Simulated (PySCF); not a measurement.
# B₂F₃H₃Si: NMR shifts at several levels of theory

How much do the NMR shifts of B₂F₃H₃Si (`FB[SiH2]B(F)F`) depend on the level of theory, and what does each level cost?

Computed with PySCF 2.14.0, with density-fitted response routines of our own, on a single molecule in the gas phase. Atoms count from 0, in the outputs and in this text.

## Step 1: The starting structure

9 atoms, charge 0, multiplicity 1; geometry from: PBE0-D3(BJ)/def2-SVP.

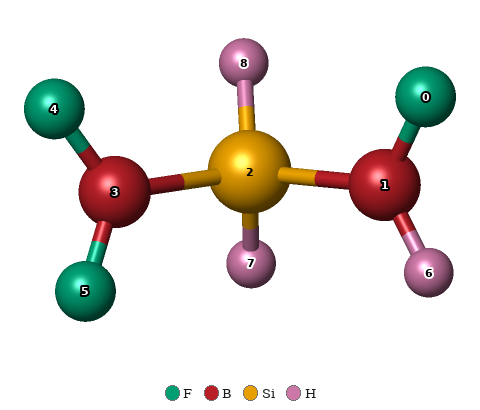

The starting geometry (fluorine teal, boron red, silicon amber, hydrogen pink), atoms numbered.

## Step 2: NMR shieldings: PBE0/pcSseg-2

Job settings and geometry (Å):

```
{"job": {"kind": "nmr", "xc": "PBE0", "basis": "pcSseg-2", "pop": false}, "charge": 0, "multiplicity": 1}
F     -2.337653     1.155829    -0.573419
B     -1.704202     0.000457    -0.490537
Si    -0.046145    -0.187049     0.681830
B      1.554817     0.289678    -0.477492
F      2.154428     1.463327    -0.430201
F      2.019060    -0.572690    -1.361514
H     -2.131284    -0.909912    -1.170575
H      0.096268    -1.615519     1.106376
H     -0.088683     0.699756     1.884715
```

With the program's defaults for keys left out, this is: GIAO PBE0/pcSseg-2 NMR shielding, non-relativistic, gas phase.

Launch:

```console
$ OMP_NUM_THREADS=1 python probes_run.py task.json out
```

The driver reads the jobs from task.json and runs them one after another.

The log of the run:

```text
coarse grid: 8920 points
cycle   1  E = -640.2626417710  dE =  4.166e-01  |g| = 7.533e-01  |ddm| = 2.065e+00
cycle   2  E = -640.1332772490  dE =  1.294e-01  |g| = 1.214e+00  |ddm| = 7.569e-01
cycle   3  E = -640.3504765363  dE = -2.172e-01  |g| = 5.015e-02  |ddm| = 4.750e-01
cycle   4  E = -640.3506225867  dE = -1.461e-04  |g| = 4.367e-02  |ddm| = 3.711e-02
cycle   5  E = -640.3508938323  dE = -2.712e-04  |g| = 4.176e-03  |ddm| = 1.704e-02
cycle   6  E = -640.3508968228  dE = -2.990e-06  |g| = 8.854e-04  |ddm| = 3.468e-03
final grid: 85272 points
cycle   7  E = -640.3533304018  dE = -1.417e-04  |g| = 4.770e-03  |ddm| = 3.423e-02
cycle   8  E = -640.3533290303  dE =  1.371e-06  |g| = 5.508e-03  |ddm| = 4.554e-03
cycle   9  E = -640.3533333015  dE = -4.271e-06  |g| = 8.835e-04  |ddm| = 2.453e-03
cycle  10  E = -640.3533334140  dE = -1.124e-07  |g| = 2.405e-04  |ddm| = 5.213e-04
cycle  11  E = -640.3533334264  dE = -1.246e-08  |g| = 7.249e-05  |ddm| = 1.868e-04
cycle  12  E = -640.3533334272  dE = -7.421e-10  |g| = 1.976e-05  |ddm| = 3.540e-05
converged SCF energy = -640.3533334272

GIAO shielding tensors (ppm)
atom      isotropic    diamagn.    paramagn.     s11        s22        s33       span
  0 F      106.041     465.478    -359.437   -161.593    -44.011    523.726    685.318
  1 B       20.626     191.985    -171.359    -74.245     52.044     84.079    158.324
  2 Si     464.468     880.858    -416.390    437.821    469.088    486.496     48.675
  3 B       66.522     195.082    -128.560     37.776     79.431     82.358     44.582
  4 F      194.824     466.210    -271.387    -23.624    272.366    335.729    359.353
  5 F      191.824     466.650    -274.826    -30.953    267.611    338.815    369.767
  6 H       24.272      28.348      -4.076     20.530     24.032     28.253      7.724
  7 H       27.683      28.659      -0.976     24.772     26.061     32.215      7.443
  8 H       27.996      28.841      -0.845     25.378     25.748     32.862      7.484
```

Run time: 37 s. Hardware: 1 thread of Arm Neoverse V1, shared host; peak memory 1.1 GiB.

The references, computed at this level on geometries of the same kind, shield at (ppm): 1H TMS 31.25, 29Si TMS 341.3, 19F CFCl3 175.8, 11B BF3·OEt2 99.1. Their shielding less the atom's gives the shift. The references are single molecules in the gas phase, so shifts against H2O, NH3, PH3, H3PO4 or CFCl3 are not on the usual liquid scales and can be off by tens of ppm. Atoms listed in one row are averaged.

| atoms | environment | σ (ppm) | δ (ppm) |
| --- | --- | --- | --- |
| H6 | hydrogen on a boron bonded to F, Si | 24.27 | 6.97 |
| H7, H8 | hydrogen on a silicon bonded to 2 B | 27.84 | 3.41 |
| F0 | fluorine bonded to B | 106.0 | 69.8 |
| F4, F5 | fluorine bonded to B | 193.3 | -17.5 |
| B1 | boron bonded to F, Si, H | 20.6 | 78.4 |
| B3 | boron bonded to 2 F, Si | 66.5 | 32.5 |
| Si2 | silicon bonded to 2 B, 2 H | 464.5 | -123.2 |

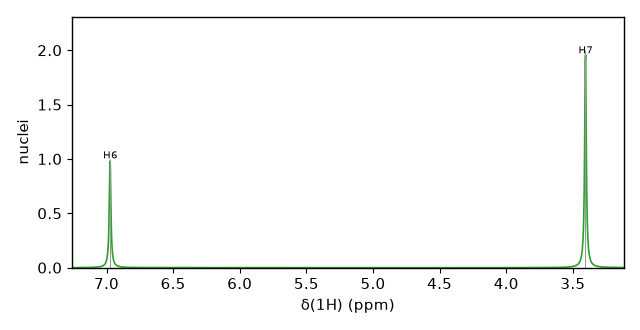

1H lines at the computed shifts, without couplings. Lines are broadened to a width of 0.01 ppm (Lorentzian).

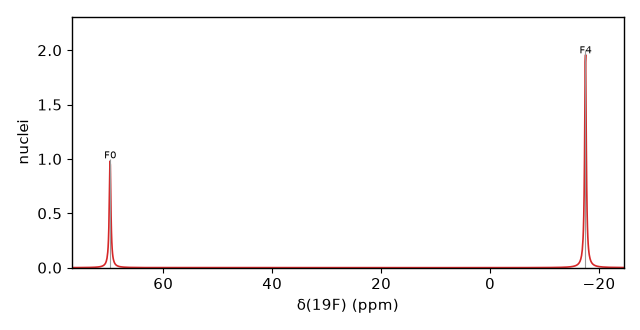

19F lines at the computed shifts, without couplings. Lines are broadened to a width of 0.35 ppm (Lorentzian).

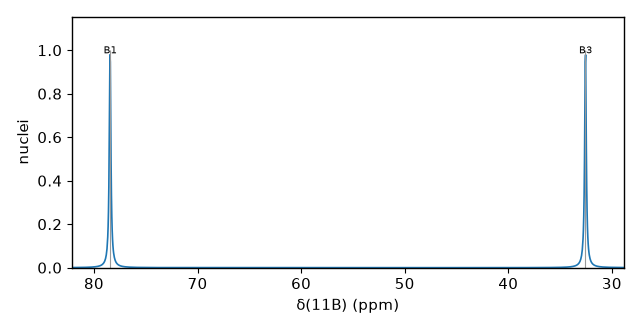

11B lines at the computed shifts, without couplings. Lines are broadened to a width of 0.18 ppm (Lorentzian).

## Step 3: Nuclear shieldings: mPW1PW91/pcSseg-2

Settings changed since step 2:

```diff
@@ -1,2 +1,2 @@
-{"job": {"kind": "nmr", "xc": "PBE0", "basis": "pcSseg-2", "pop": false}, "charge": 0, "multiplicity": 1}
+{"job": {"kind": "nmr", "xc": "mPW1PW91", "basis": "pcSseg-2", "pop": false}, "charge": 0, "multiplicity": 1}
 F     -2.337653     1.155829    -0.573419
```

Level: GIAO mPW1PW91/pcSseg-2 NMR shielding, non-relativistic, gas phase.

The log of the run:

```text
coarse grid: 8920 points
cycle   1  E = -640.6636178834  dE =  4.186e-01  |g| = 7.819e-01  |ddm| = 2.061e+00
cycle   2  E = -640.5243237836  dE =  1.393e-01  |g| = 1.260e+00  |ddm| = 7.779e-01
cycle   3  E = -640.7573684044  dE = -2.330e-01  |g| = 5.215e-02  |ddm| = 4.910e-01
cycle   4  E = -640.7575353204  dE = -1.669e-04  |g| = 4.519e-02  |ddm| = 3.852e-02
cycle   5  E = -640.7578238528  dE = -2.885e-04  |g| = 4.126e-03  |ddm| = 1.741e-02
cycle   6  E = -640.7578269822  dE = -3.129e-06  |g| = 9.409e-04  |ddm| = 3.656e-03
final grid: 85272 points
cycle   7  E = -640.7575951745  dE = -1.366e-04  |g| = 4.530e-03  |ddm| = 3.464e-02
cycle   8  E = -640.7575939338  dE =  1.241e-06  |g| = 5.265e-03  |ddm| = 4.349e-03
cycle   9  E = -640.7575978599  dE = -3.926e-06  |g| = 8.181e-04  |ddm| = 2.349e-03
cycle  10  E = -640.7575979543  dE = -9.435e-08  |g| = 2.403e-04  |ddm| = 4.934e-04
cycle  11  E = -640.7575979660  dE = -1.169e-08  |g| = 6.991e-05  |ddm| = 1.795e-04
cycle  12  E = -640.7575979667  dE = -7.122e-10  |g| = 1.647e-05  |ddm| = 3.308e-05
converged SCF energy = -640.7575979667

GIAO shielding tensors (ppm)
atom      isotropic    diamagn.    paramagn.     s11        s22        s33       span
  0 F      109.903     465.461    -355.558   -154.030    -39.855    523.593    677.623
  1 B       21.292     192.188    -170.895    -72.600     52.462     84.015    156.614
  2 Si     461.997     881.021    -419.025    435.391    466.494    484.105     48.714
  3 B       66.517     195.181    -128.664     37.621     79.327     82.604     44.982
  4 F      196.533     466.148    -269.616    -21.413    273.571    337.439    358.852
  5 F      193.632     466.590    -272.958    -28.517    268.911    340.503    369.020
  6 H       24.380      28.392      -4.012     20.691     24.138     28.311      7.619
  7 H       27.755      28.766      -1.011     24.860     26.141     32.264      7.405
  8 H       28.063      28.932      -0.869     25.461     25.830     32.897      7.436
```

It took 42 s on 1 thread of Arm Neoverse V1, shared host; peak memory 1 GiB.

This run: δ F0 67.3, F4 -17.9, B1 77.8, B3 32.6, H6 6.91, H7 3.38 ppm (means over like atoms).

## Step 4: Nuclear shieldings: WP04/pcSseg-2

Settings changed since step 3:

```diff
@@ -1,2 +1,2 @@
-{"job": {"kind": "nmr", "xc": "mPW1PW91", "basis": "pcSseg-2", "pop": false}, "charge": 0, "multiplicity": 1}
+{"job": {"kind": "nmr", "xc": "WP04", "basis": "pcSseg-2", "pop": false}, "charge": 0, "multiplicity": 1}
 F     -2.337653     1.155829    -0.573419
```

Method: GIAO WP04/pcSseg-2 NMR shielding, non-relativistic, gas phase.

The log of the run:

```text
coarse grid: 8920 points
cycle   1  E = -650.3472780842  dE =  4.468e-01  |g| = 1.311e+00  |ddm| = 2.065e+00
cycle   2  E = -649.7378470468  dE =  6.094e-01  |g| = 2.372e+00  |ddm| = 1.338e+00
cycle   3  E = -650.5768506837  dE = -8.390e-01  |g| = 1.730e-01  |ddm| = 9.791e-01
cycle   4  E = -650.5807933237  dE = -3.943e-03  |g| = 1.093e-01  |ddm| = 1.203e-01
cycle   5  E = -650.5824232024  dE = -1.630e-03  |g| = 1.924e-02  |ddm| = 4.192e-02
cycle   6  E = -650.5824873081  dE = -6.411e-05  |g| = 3.943e-03  |ddm| = 1.445e-02
cycle   7  E = -650.5824903029  dE = -2.995e-06  |g| = 1.038e-03  |ddm| = 3.143e-03
final grid: 85272 points
cycle   8  E = -650.5802859730  dE = -2.410e-04  |g| = 5.415e-03  |ddm| = 4.363e-02
cycle   9  E = -650.5802827174  dE =  3.256e-06  |g| = 6.933e-03  |ddm| = 4.645e-03
cycle  10  E = -650.5802891709  dE = -6.453e-06  |g| = 1.173e-03  |ddm| = 2.782e-03
cycle  11  E = -650.5802893583  dE = -1.874e-07  |g| = 3.655e-04  |ddm| = 6.646e-04
cycle  12  E = -650.5802893825  dE = -2.423e-08  |g| = 1.140e-04  |ddm| = 2.376e-04
cycle  13  E = -650.5802893843  dE = -1.771e-09  |g| = 2.365e-05  |ddm| = 5.560e-05
cycle  14  E = -650.5802893844  dE = -1.201e-10  |g| = 3.842e-06  |ddm| = 1.853e-05
converged SCF energy = -650.5802893844

GIAO shielding tensors (ppm)
atom      isotropic    diamagn.    paramagn.     s11        s22        s33       span
  0 F      152.120     468.169    -316.049    -72.028     15.589    512.797    584.825
  1 B       19.133     192.482    -173.349    -70.009     50.253     77.156    147.165
  2 Si     434.032     882.671    -448.639    410.616    436.145    455.335     44.718
  3 B       60.255     195.463    -135.208     28.094     72.755     79.915     51.821
  4 F      217.273     468.847    -251.574     11.583    290.104    350.131    338.548
  5 F      215.141     469.482    -254.341      6.600    286.174    352.648    346.047
  6 H       25.533      29.110      -3.577     22.399     25.272     28.929      6.529
  7 H       28.507      29.608      -1.101     25.815     26.994     32.712      6.898
  8 H       28.762      29.681      -0.919     26.368     26.706     33.212      6.844
```

Run time: 36 s. Hardware: 1 thread of Arm Neoverse V1, shared host; peak memory 1.1 GiB.

In short: δ F0 25.2, F4 -38.9, B1 75.1, B3 33.9, H6 6.08, H7 2.98 ppm (means over like atoms).

## Step 5: Nuclear shieldings: B97-2/pcSseg-2

Settings changed since step 4:

```diff
@@ -1,2 +1,2 @@
-{"job": {"kind": "nmr", "xc": "WP04", "basis": "pcSseg-2", "pop": false}, "charge": 0, "multiplicity": 1}
+{"job": {"kind": "nmr", "xc": "B97-2", "basis": "pcSseg-2", "pop": false}, "charge": 0, "multiplicity": 1}
 F     -2.337653     1.155829    -0.573419
```

Level: GIAO B97-2/pcSseg-2 NMR shielding, non-relativistic, gas phase.

The log of the run:

```text
coarse grid: 8920 points
cycle   1  E = -640.6419960852  dE =  4.174e-01  |g| = 8.244e-01  |ddm| = 2.068e+00
cycle   2  E = -640.4664891169  dE =  1.755e-01  |g| = 1.369e+00  |ddm| = 8.408e-01
cycle   3  E = -640.7449405616  dE = -2.785e-01  |g| = 6.110e-02  |ddm| = 5.453e-01
cycle   4  E = -640.7452330438  dE = -2.925e-04  |g| = 5.052e-02  |ddm| = 4.588e-02
cycle   5  E = -640.7455954319  dE = -3.624e-04  |g| = 4.717e-03  |ddm| = 1.922e-02
cycle   6  E = -640.7456004247  dE = -4.993e-06  |g| = 1.325e-03  |ddm| = 4.894e-03
final grid: 85272 points
cycle   7  E = -640.7402652474  dE = -1.694e-04  |g| = 1.517e-02  |ddm| = 3.891e-02
cycle   8  E = -640.7402290435  dE =  3.620e-05  |g| = 2.173e-02  |ddm| = 1.333e-02
cycle   9  E = -640.7402954140  dE = -6.637e-05  |g| = 1.242e-03  |ddm| = 8.128e-03
cycle  10  E = -640.7402956451  dE = -2.312e-07  |g| = 5.245e-04  |ddm| = 8.632e-04
cycle  11  E = -640.7402956873  dE = -4.215e-08  |g| = 1.252e-04  |ddm| = 2.482e-04
cycle  12  E = -640.7402956897  dE = -2.429e-09  |g| = 2.799e-05  |ddm| = 8.482e-05
cycle  13  E = -640.7402956899  dE = -1.525e-10  |g| = 4.656e-06  |ddm| = 2.294e-05
converged SCF energy = -640.7402956899

GIAO shielding tensors (ppm)
atom      isotropic    diamagn.    paramagn.     s11        s22        s33       span
  0 F      121.456     465.905    -344.449   -132.353    -23.979    520.701    653.054
  1 B       25.758     192.148    -166.389    -63.024     55.650     84.649    147.672
  2 Si     467.456     881.205    -413.749    440.827    471.654    489.886     49.060
  3 B       68.877     195.169    -126.292     41.901     80.086     84.646     42.745
  4 F      203.192     466.582    -263.389     -8.681    279.426    338.833    347.513
  5 F      200.400     467.017    -266.617    -15.580    274.898    341.883    357.464
  6 H       24.543      28.492      -3.949     20.982     24.253     28.393      7.411
  7 H       27.897      28.929      -1.031     25.022     26.295     32.375      7.352
  8 H       28.194      29.112      -0.918     25.609     25.983     32.990      7.380
```

It took 33 s on 1 thread of Arm Neoverse V1, shared host; peak memory 1 GiB.

This run: δ F0 56.0, F4 -24.4, B1 74.4, B3 31.2, H6 6.82, H7 3.31 ppm (means over like atoms).

## Step 6: Shielding tensors: BHandHLYP/pcSseg-2

Settings changed since step 5:

```diff
@@ -1,2 +1,2 @@
-{"job": {"kind": "nmr", "xc": "B97-2", "basis": "pcSseg-2", "pop": false}, "charge": 0, "multiplicity": 1}
+{"job": {"kind": "nmr", "xc": "BHandHLYP", "basis": "pcSseg-2", "pop": false}, "charge": 0, "multiplicity": 1}
 F     -2.337653     1.155829    -0.573419
```

Method: GIAO BHandHLYP/pcSseg-2 NMR shielding, non-relativistic, gas phase.

The log of the run:

```text
coarse grid: 8920 points
cycle   1  E = -640.5989270354  dE =  4.350e-01  |g| = 7.864e-01  |ddm| = 2.008e+00
cycle   2  E = -640.5783579486  dE =  2.057e-02  |g| = 9.459e-01  |ddm| = 6.709e-01
cycle   3  E = -640.7062668184  dE = -1.279e-01  |g| = 3.986e-02  |ddm| = 3.486e-01
cycle   4  E = -640.7065883814  dE = -3.216e-04  |g| = 2.657e-02  |ddm| = 4.902e-02
cycle   5  E = -640.7066932901  dE = -1.049e-04  |g| = 7.089e-03  |ddm| = 1.491e-02
cycle   6  E = -640.7067013327  dE = -8.043e-06  |g| = 8.742e-04  |ddm| = 3.740e-03
final grid: 85272 points
cycle   7  E = -640.7049662183  dE = -5.667e-05  |g| = 2.586e-03  |ddm| = 2.056e-02
cycle   8  E = -640.7049665080  dE = -2.897e-07  |g| = 1.969e-03  |ddm| = 1.988e-03
cycle   9  E = -640.7049669903  dE = -4.824e-07  |g| = 4.751e-04  |ddm| = 7.934e-04
cycle  10  E = -640.7049670212  dE = -3.086e-08  |g| = 7.905e-05  |ddm| = 2.028e-04
cycle  11  E = -640.7049670221  dE = -9.046e-10  |g| = 1.823e-05  |ddm| = 5.116e-05
converged SCF energy = -640.7049670221

GIAO shielding tensors (ppm)
atom      isotropic    diamagn.    paramagn.     s11        s22        s33       span
  0 F      142.719     466.385    -323.666   -101.919      0.361    529.716    631.635
  1 B       25.950     191.133    -165.184    -68.618     59.326     87.141    155.760
  2 Si     461.947     878.855    -416.907    435.081    464.737    486.025     50.944
  3 B       69.891     194.301    -124.409     37.962     82.922     88.790     50.829
  4 F      217.970     466.989    -249.019      6.230    296.938    350.741    344.510
  5 F      215.640     467.500    -251.860      0.583    293.082    353.255    352.672
  6 H       24.868      28.537      -3.669     21.415     24.472     28.717      7.302
  7 H       28.026      28.580      -0.555     25.124     26.391     32.562      7.438
  8 H       28.324      28.732      -0.407     25.749     26.079     33.144      7.395
```

It took 28 s on 1 thread of Arm Neoverse V1, shared host; peak memory 1.1 GiB.

This run: δ F0 59.3, F4 -14.8, B1 77.6, B3 33.7, H6 6.58, H7 3.27 ppm (means over like atoms).

## Step 7: Shielding tensors: CAM-B3LYP/pcSseg-2

Settings changed since step 6:

```diff
@@ -1,2 +1,2 @@
-{"job": {"kind": "nmr", "xc": "BHandHLYP", "basis": "pcSseg-2", "pop": false}, "charge": 0, "multiplicity": 1}
+{"job": {"kind": "nmr", "xc": "CAM-B3LYP", "basis": "pcSseg-2", "pop": false}, "charge": 0, "multiplicity": 1}
 F     -2.337653     1.155829    -0.573419
```

Level: GIAO CAM-B3LYP/pcSseg-2 NMR shielding, non-relativistic, gas phase.

The log of the run:

```text
coarse grid: 8920 points
cycle   1  E = -640.6328209780  dE =  4.506e-01  |g| = 8.374e-01  |ddm| = 2.010e+00
cycle   2  E = -640.5622390630  dE =  7.058e-02  |g| = 1.166e+00  |ddm| = 7.556e-01
cycle   3  E = -640.7515618419  dE = -1.893e-01  |g| = 4.663e-02  |ddm| = 4.127e-01
cycle   4  E = -640.7518921452  dE = -3.303e-04  |g| = 3.582e-02  |ddm| = 5.128e-02
cycle   5  E = -640.7520736987  dE = -1.816e-04  |g| = 9.371e-03  |ddm| = 1.909e-02
cycle   6  E = -640.7520878241  dE = -1.413e-05  |g| = 1.078e-03  |ddm| = 5.465e-03
cycle   7  E = -640.7520883491  dE = -5.250e-07  |g| = 3.529e-04  |ddm| = 1.876e-03
final grid: 85272 points
cycle   8  E = -640.7480841587  dE = -1.080e-04  |g| = 3.650e-03  |ddm| = 2.751e-02
cycle   9  E = -640.7480840292  dE =  1.295e-07  |g| = 3.622e-03  |ddm| = 2.994e-03
cycle  10  E = -640.7480857200  dE = -1.691e-06  |g| = 5.994e-04  |ddm| = 1.345e-03
cycle  11  E = -640.7480857657  dE = -4.578e-08  |g| = 1.422e-04  |ddm| = 2.805e-04
cycle  12  E = -640.7480857684  dE = -2.660e-09  |g| = 4.190e-05  |ddm| = 7.977e-05
cycle  13  E = -640.7480857686  dE = -2.335e-10  |g| = 1.097e-05  |ddm| = 1.871e-05
converged SCF energy = -640.7480857686

GIAO shielding tensors (ppm)
atom      isotropic    diamagn.    paramagn.     s11        s22        s33       span
  0 F      109.355     465.682    -356.327   -159.283    -41.290    528.638    687.921
  1 B       16.586     191.258    -174.672    -83.794     50.599     82.953    166.747
  2 Si     451.371     879.797    -428.425    424.896    454.845    474.373     49.477
  3 B       64.256     194.773    -130.518     33.132     78.502     81.133     48.001
  4 F      198.748     466.629    -267.881    -20.514    276.303    340.454    360.968
  5 F      196.269     467.114    -270.845    -26.772    272.263    343.315    370.087
  6 H       24.504      28.483      -3.979     20.852     24.225     28.434      7.581
  7 H       27.830      28.528      -0.699     24.956     26.249     32.283      7.327
  8 H       28.149      28.684      -0.535     25.592     25.943     32.911      7.319
```

Wall time 55 s (1 thread of Arm Neoverse V1, shared host); peak memory 1.1 GiB.

Key values: δ F0 76.7, F4 -11.5, B1 81.3, B3 33.6, H6 6.83, H7 3.35 ppm (means over like atoms).

## Step 8: Nuclear shieldings: wB97X-D/pcSseg-2

Settings changed since step 7:

```diff
@@ -1,2 +1,2 @@
-{"job": {"kind": "nmr", "xc": "CAM-B3LYP", "basis": "pcSseg-2", "pop": false}, "charge": 0, "multiplicity": 1}
+{"job": {"kind": "nmr", "xc": "wB97X-D", "basis": "pcSseg-2", "pop": false}, "charge": 0, "multiplicity": 1}
 F     -2.337653     1.155829    -0.573419
```

Level: GIAO wB97X-D/pcSseg-2 NMR shielding, non-relativistic, gas phase.

The log of the run:

```text
coarse grid: 8920 points
cycle   1  E = -640.6011672720  dE =  4.622e-01  |g| = 8.500e-01  |ddm| = 2.012e+00
cycle   2  E = -640.5742583751  dE =  2.691e-02  |g| = 1.059e+00  |ddm| = 7.414e-01
cycle   3  E = -640.7284798235  dE = -1.542e-01  |g| = 4.749e-02  |ddm| = 3.712e-01
cycle   4  E = -640.7290207922  dE = -5.410e-04  |g| = 3.201e-02  |ddm| = 5.943e-02
cycle   5  E = -640.7291821168  dE = -1.613e-04  |g| = 9.911e-03  |ddm| = 2.098e-02
cycle   6  E = -640.7291998474  dE = -1.773e-05  |g| = 1.495e-03  |ddm| = 6.619e-03
cycle   7  E = -640.7292011554  dE = -1.308e-06  |g| = 3.661e-04  |ddm| = 3.281e-03
final grid: 85272 points
cycle   8  E = -640.7333720696  dE = -1.791e-04  |g| = 9.709e-03  |ddm| = 3.987e-02
cycle   9  E = -640.7333702351  dE =  1.835e-06  |g| = 1.073e-02  |ddm| = 6.758e-03
cycle  10  E = -640.7333847169  dE = -1.448e-05  |g| = 5.722e-04  |ddm| = 3.367e-03
cycle  11  E = -640.7333847789  dE = -6.208e-08  |g| = 2.870e-04  |ddm| = 5.340e-04
cycle  12  E = -640.7333847925  dE = -1.355e-08  |g| = 9.702e-05  |ddm| = 1.936e-04
cycle  13  E = -640.7333847945  dE = -1.990e-09  |g| = 2.536e-05  |ddm| = 6.949e-05
cycle  14  E = -640.7333847950  dE = -4.837e-10  |g| = 5.963e-06  |ddm| = 5.574e-05
converged SCF energy = -640.7333847950

GIAO shielding tensors (ppm)
atom      isotropic    diamagn.    paramagn.     s11        s22        s33       span
  0 F      122.092     464.199    -342.107   -137.674    -26.512    530.460    668.134
  1 B       24.754     192.632    -167.878    -67.023     55.428     85.858    152.881
  2 Si     462.711     880.530    -417.819    435.890    466.140    486.102     50.211
  3 B       68.236     195.760    -127.524     40.220     80.248     84.241     44.021
  4 F      204.046     464.663    -260.617    -11.334    279.578    343.895    355.229
  5 F      201.431     465.107    -263.675    -17.686    275.393    346.587    364.272
  6 H       24.623      28.460      -3.837     21.125     24.277     28.467      7.342
  7 H       27.833      28.651      -0.818     24.932     26.187     32.380      7.448
  8 H       28.139      28.793      -0.655     25.537     25.881     32.997      7.460
```

Run time: 54 s. Hardware: 1 thread of Arm Neoverse V1, shared host; peak memory 1.2 GiB.

This run: δ F0 64.3, F4 -16.3, B1 75.2, B3 31.7, H6 6.73, H7 3.37 ppm (means over like atoms).

[end of part 1 of 2]
